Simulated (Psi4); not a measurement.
# UCCSD(T)/cc-pVTZ run of PO (Phosphorus monoxide)

What is the vertical ionisation energy of PO (Phosphorus monoxide) at UCCSD(T)/cc-pVTZ? 

Program for the calculation: Psi4 1.11.

## (1) The molecule

PO: 2 atoms, total charge 0, spin state doublet. SMILES: `O=[P]`. The shape is that of a PBE0-D4/def2-TZVP optimisation.

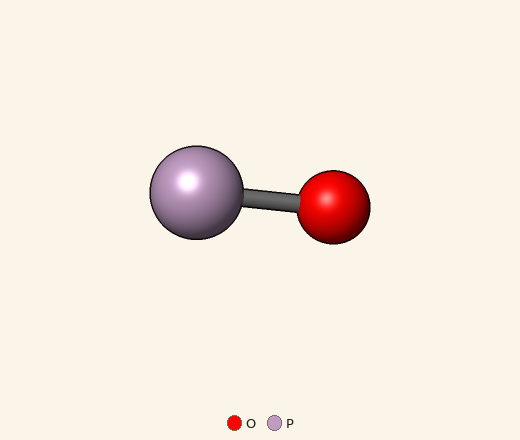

The structure, seen from a chosen angle (oxygen red, phosphorus pink).

## (2) A single-point energy at UCCSD(T)/cc-pVTZ

Input file job.inp:

```
memory 2.2 GB

molecule system {
  0 2
  O
  P 1 R2

  R2 = 1.47399
  symmetry c1
}

set {
  basis cc-pVTZ
  reference uhf
  puream true
  e_convergence 1e-09
  d_convergence 1e-08
  scf_type pk
  num_frozen_docc 6
  maxiter 100
}

E, wfn = energy('ccsd(t)', return_wfn=True)
```

Command:

```
$ psi4 -n 1 job.inp job.out
```

job.out:

```text
[...]
  Running in c1 symmetry.
[...]
  Nuclear repulsion =   43.081204947387704
[...]
  Multiplicity = 2
[...]
  Nalpha       = 12
  Nbeta        = 11
[...]
    Number of basis functions: 64
[...]
   @UHF iter   1:  -415.52563219391072   -6.78560e-01   7.25539e-03 ADIIS/DIIS
[...]
   @UHF iter  18:  -415.61950753829774   -1.53477e-12   3.70499e-09 DIIS
[...]
   @S^2 Observed:                7.709991734E-01
[...]
    Orbital Energies [Eh]
    ---------------------
    Alpha Occupied:
       1A    -80.024064     2A    -20.586943     3A     -7.563322
       4A     -5.464089     5A     -5.453556     6A     -5.451986
       7A     -1.362353     8A     -0.762586     9A     -0.604112
      10A     -0.554051    11A     -0.527922    12A     -0.335790
    Alpha Virtual:
      13A      0.013603    14A      0.160500    15A      0.350788
      16A      0.373357    17A      0.394451    18A      0.404920
      19A      0.405022    20A      0.452229    21A      0.534895
      22A      0.564104    23A      0.703568    24A      0.856640
      25A      0.869138    26A      0.953731    27A      1.421554
[...]
  @UHF Final Energy:  -415.61950753829774
   => Energetics <=
    Nuclear Repulsion Energy =             43.0812049473877039
    One-Electron Energy =                -660.6558098554995695
    Two-Electron Energy =                 201.9550973698140979
    Total Energy =                       -415.6195075382977393
  UHF NO Occupations:
  HONO-2 :   10  A 1.9967407
  HONO-1 :   11  A 1.9930883
[...]
 Multipole Moments:
 ------------------------------------------------------------------------------------
     Multipole            Electronic (a.u.)      Nuclear  (a.u.)        Total (a.u.)
 ------------------------------------------------------------------------------------
 L = 1.  Multiply by 2.5417464519 to convert [e a0] to [Debye]
 Dipole X            :         -0.0000000            0.0000000           -0.0000000
 Dipole Y            :          0.0000000            0.0000000            0.0000000
 Dipole Z            :          1.4854792           -0.4665088            1.0189705
 Magnitude           :                                                    1.0189705
[...]
      * MP2 total energy                      = -415.974786337067997
[...]
      * CCSD total energy                     = -415.982612949113502
[...]
      * CCSD(T) total energy                     = -416.001141355380298
[...]
```

Wall time 11 s (1 thread of Intel Xeon 6975P-C (Granite Rapids), shared host); peak memory 0.42 GiB.

## (3) The singlet cation

Input file op.py:

```python
import psi4

psi4.set_memory('2200 MB')
psi4.set_num_threads(1)
psi4.set_output_file('op.out', False)

geom = psi4.geometry("""
1 1
O      0.000000     0.000000    -0.009450
P      0.000000     0.000000     1.464540
units angstrom
symmetry c1
no_reorient
no_com
""")

options = {'basis': 'cc-pVTZ', 'reference': 'rhf', 'puream': True, 'e_convergence': 1e-09, 'd_convergence': 1e-08, 'scf_type': 'pk', 'num_frozen_docc': 6}
psi4.set_options(options)

energy_value = psi4.energy("ccsd(t)")
print('E =', round(energy_value, 9))
for k, v in sorted(psi4.core.scalar_variables().items()):
    print(f'{k:45s} {v:18.10f}')
```

Command:

```
$ python op.py
```

op.out:

```text
[...]
  Running in c1 symmetry.
[...]
  Nuclear repulsion =   43.081204947387704
[...]
  Multiplicity = 1
[...]
  Nalpha       = 11
  Nbeta        = 11
[...]
    Number of basis functions: 64
[...]
   @RHF iter   1:  -415.20377484358704   -3.56702e-01   7.18617e-03 DIIS/ADIIS
[...]
   @RHF iter  11:  -415.31134939174729   -2.84217e-13   1.01554e-09 DIIS
[...]
    Orbital Energies [Eh]
    ---------------------
    Doubly Occupied:
       1A    -80.416544     2A    -20.934991     3A     -7.947175
       4A     -5.836936     5A     -5.836936     6A     -5.835607
       7A     -1.672470     8A     -1.055285     9A     -0.858781
      10A     -0.841178    11A     -0.841178
[...]
  @RHF Final Energy:  -415.31134939174729
   => Energetics <=
    Nuclear Repulsion Energy =             43.0812049473877039
    One-Electron Energy =                -652.6309437044251354
    Two-Electron Energy =                 194.2383893652901179
    Total Energy =                       -415.3113493917472852
[...]
 Multipole Moments:
 ------------------------------------------------------------------------------------
     Multipole            Electronic (a.u.)      Nuclear  (a.u.)        Total (a.u.)
 ------------------------------------------------------------------------------------
 L = 1.  Multiply by 2.5417464519 to convert [e a0] to [Debye]
 Dipole X            :          0.0000000            0.0000000            0.0000000
 Dipole Y            :          0.0000000            0.0000000            0.0000000
 Dipole Z            :        -37.9023940           41.3708292            3.4684352
 Magnitude           :                                                    3.4684352
[...]
      * MP2 total energy                      = -415.680671979442423
[...]
      * CCSD total energy                     = -415.676701902234470
[...]
      * CCSD(T) total energy                  = -415.698753860300030
```

The script printed:

```text
E = -415.69875386
(T) CORRECTION ENERGY                              -0.0220519581
CC D1 DIAGNOSTIC                                    0.0632688718
CC D2 DIAGNOSTIC                                    0.1836376067
CC NEW D1 DIAGNOSTIC                                0.0632688718
CC T1 DIAGNOSTIC                                    0.0295793193
CCSD CORRELATION ENERGY                            -0.3653525105
CCSD DOUBLES ENERGY                                -0.3653525105
CCSD ITERATIONS                                    17.0000000000
CCSD OPPOSITE-SPIN CORRELATION ENERGY              -0.2890838642
CCSD SAME-SPIN CORRELATION ENERGY                  -0.0762686463
CCSD SINGLES ENERGY                                 0.0000000000
CCSD TOTAL ENERGY                                -415.6767019022
CCSD(T) CORRELATION ENERGY                         -0.3874044686
CCSD(T) TOTAL ENERGY                             -415.6987538603
CURRENT CORRELATION ENERGY                         -0.3874044686
CURRENT ENERGY                                   -415.6987538603
CURRENT REFERENCE ENERGY                         -415.3113493917
DD SOLVATION ENERGY                                 0.0000000000
HF KINETIC ENERGY                                 414.8554459122
HF POTENTIAL ENERGY                              -830.1667953039
HF TOTAL ENERGY                                  -415.3113493917
HF VIRIAL RATIO                                     2.0010989454
MP2 CORRELATION ENERGY                             -0.3693225877
MP2 DOUBLES ENERGY                                 -0.3693225877
MP2 OPPOSITE-SPIN CORRELATION ENERGY               -0.2750596747
MP2 SAME-SPIN CORRELATION ENERGY                   -0.0942629130
MP2 SINGLES ENERGY                                 -0.0000000000
MP2 TOTAL ENERGY                                 -415.6806719794
NUCLEAR REPULSION ENERGY                           43.0812049474
ONE-ELECTRON ENERGY                              -652.6309437044
PCM POLARIZATION ENERGY                             0.0000000000
PE ENERGY                                           0.0000000000
SCF ITERATION ENERGY                             -415.3113493917
SCF ITERATIONS                                     11.0000000000
SCF TOTAL ENERGY                                 -415.3113493917
TWO-ELECTRON ENERGY                               194.2383893653
```

Wall time 5.4 s (1 thread of Intel Xeon 6975P-C (Granite Rapids), shared host); peak memory 0.42 GiB.

## (4) Summary of results

Level: UCCSD(T)/cc-pVTZ, 6 core orbitals frozen.

```
                                                              quantity          value
                                              doublet PO: total energy  -416.00114 Eh
doublet PO: HOMO energy (Hartree–Fock orbitals) (highest over α and β)       -9.14 eV
 doublet PO: LUMO energy (Hartree–Fock orbitals) (lowest over α and β)        0.37 eV
               doublet PO: correlation energy (6 core orbitals frozen)     -381.6 mEh
                                            doublet PO: (T) correction     -18.53 mEh
                         doublet PO: ⟨S²⟩ of the reference determinant          0.771
                                             doublet PO: T1 diagnostic          0.036
                                          singlet cation: total energy  -415.69875 Eh
                   singlet cation: HOMO energy (Hartree–Fock orbitals)      -22.89 eV
                   singlet cation: LUMO energy (Hartree–Fock orbitals)       -7.67 eV
                 singlet cation: HOMO–LUMO gap (Hartree–Fock orbitals)       15.22 eV
           singlet cation: correlation energy (6 core orbitals frozen)     -387.4 mEh
                                        singlet cation: (T) correction     -22.05 mEh
                                         singlet cation: T1 diagnostic          0.030
                    vertical ionisation energy (to the singlet cation)       8.228 eV
```

What this shows: The vertical ionisation energy comes to 8.23 eV (190 kcal/mol). Only the singlet of the ionised species was computed; a triplet could lie lower. The triples (doublet PO) make up 4.9 % of the correlation energy. The T1 diagnostic (singlet cation) of 0.030 is above the customary mark for such species, so a single reference may not serve. The triples (singlet cation) make up 5.7 % of the correlation energy.
